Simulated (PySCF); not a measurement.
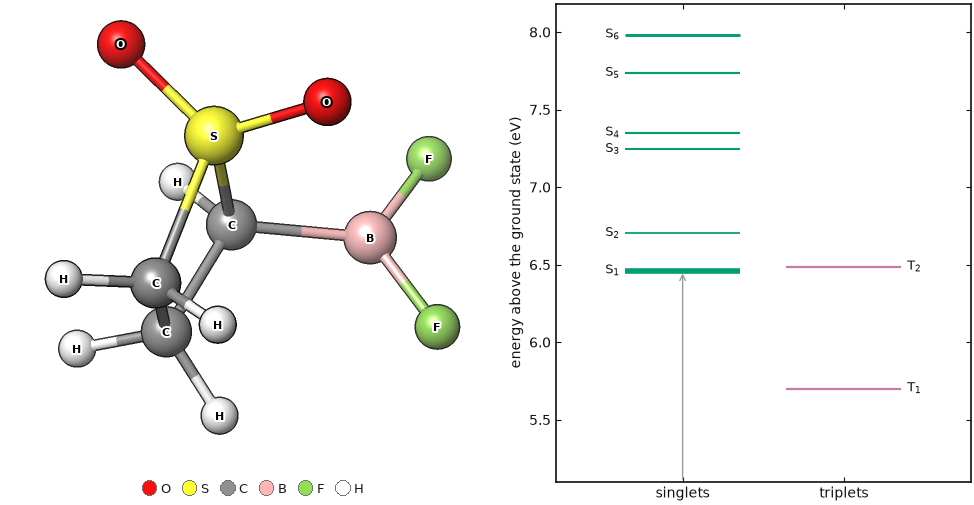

State diagram of C₃H₅BF₂O₂S, SMILES O=S1(=O)CC[C@@H]1B(F)F. Vertical TDDFT excitations, PBE0/def2-SVPD with PySCF 2.14.0, at a GFN2-xTB geometry (no frequency check), gas phase. Triplets in the Tamm-Dancoff approximation; only the lowest 6 singlets and 2 triplets were computed. Thicker singlet lines are brighter; the arrow marks the brightest. S0, at zero, lies below the range drawn.

What character does the calculation give T1?

Mainly HOMO → LUMO (93 %).

What are the energy, strength and character of the state that the arrow marks?

S1 at 6.46 eV (192 nm), f = 0.098, mainly HOMO → LUMO (94 %).

What is the vertical gap between S1 and T1?

0.76 eV: S1 at 6.46 eV, T1 at 5.70 eV.

Note: the tight-binding geometry is rougher than a DFT one and adds to the error; one conformer of a flexible molecule; core orbitals are frozen in the response.
